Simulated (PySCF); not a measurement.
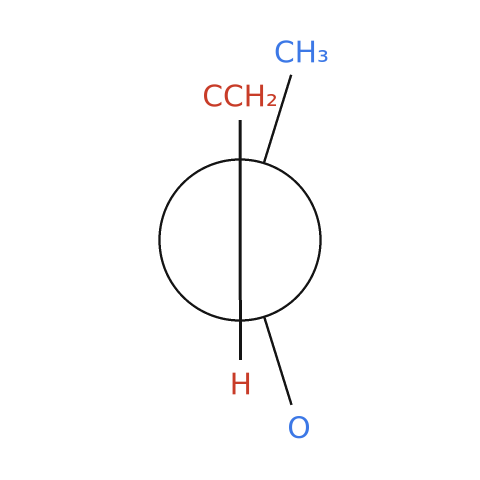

A Newman projection along the C–C bond, carbon in front; angles are drawn as computed, but eclipsed bonds slightly apart. The computed structure is the end point of a PBE0-D3(BJ)/def2-SVP optimisation. No frequency run is at hand to confirm it as a minimum.

Which molecule is it?

C5H6O, C=C=CC(C)=O

What is the torsion angle from the front CCH2 to the back O? The sign is positive where the front bond must turn clockwise to cover the back bond.

180°, antiperiplanar (anti).
